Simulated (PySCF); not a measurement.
Input

```
{"job": {"kind": "nmr", "xc": "PBE0", "basis": {"default": "pcSseg-1", "Al": "pcSseg-2"}}, "charge": 0, "multiplicity": 1}
Al     0.558859     0.966436    -0.038552
Cl     2.636260     0.985994     0.012484
Cl    -0.494409     2.753525    -0.160592
N     -0.302222    -0.560301     0.012171
C     -0.885539    -1.611478     0.039404
O     -1.449809    -2.630207     0.065795
```

Run with:

```sh
OMP_NUM_THREADS=1 python probes_run.py task.json out
```

Geometry: PBE0-D3(BJ)/def2-SVP.

Theory: PBE0/pcSseg-1 Al:pcSseg-2, SCF density, gas phase, non-relativistic (PySCF).

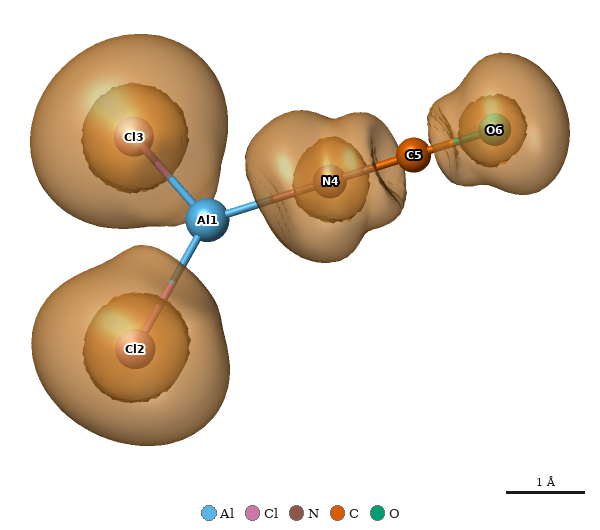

CAlCl$_{2}$NO (AlCl2(NCO)). Isosurface of the electron localisation function at 0.75 (orange), seen at an oblique angle. Only the valence region is drawn (cores and ρ < 0.01 e/Å³ removed).

**Where are the electrons localised?**

The ELF exceeds this value in two regions on Cl in which the atom's valence shell and bonds are merged, one region on N in which the atom's valence shell and bonds are merged and one region on O in which the atom's valence shell and bonds are merged.

Values along the shortest contacts:
C–O (1.16 Å): the ELF peaks at about 0.85 between the atoms (a multiple bond). C–N (1.20 Å): the ELF peaks at about 0.85 between the atoms: a short, multiple covalent bond.
